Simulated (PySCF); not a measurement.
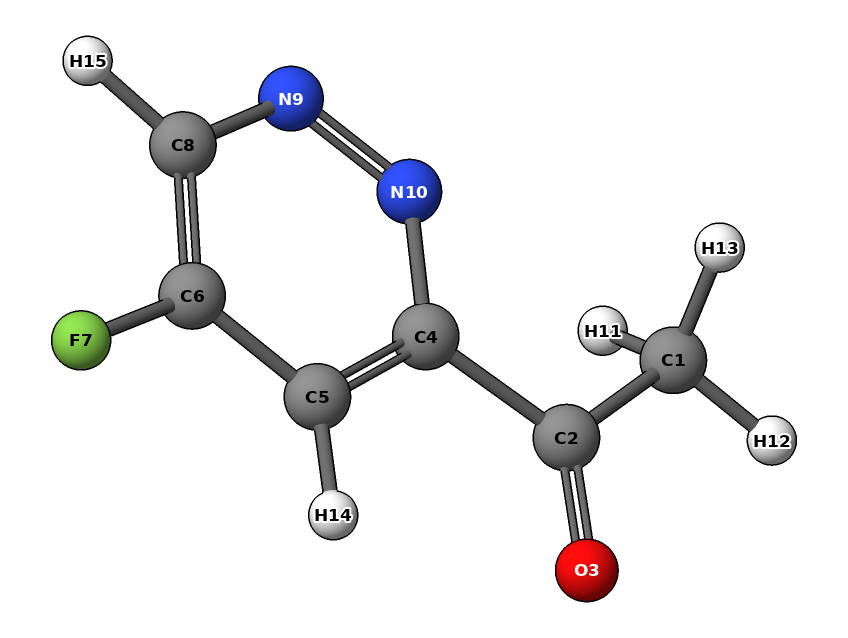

The questions are on IAO charges. The computed structure is the end point of a GFN2-xTB optimisation. No frequency run is at hand to confirm it as a minimum. Method: PBE0/pcSseg-1, gas phase (PySCF 2.14.0).

Give the IAO charges atom by atom.

| atom | value (e) |
| --- | --- |
| C1 | −0.48 |
| C2 | 0.39 |
| O3 | −0.40 |
| C4 | 0.06 |
| C5 | −0.17 |
| C6 | 0.30 |
| F7 | −0.25 |
| C8 | −0.06 |
| N9 | −0.14 |
| N10 | −0.16 |
| H11 | 0.18 |
| H12 | 0.16 |
| H13 | 0.18 |
| H14 | 0.20 |
| H15 | 0.19 |
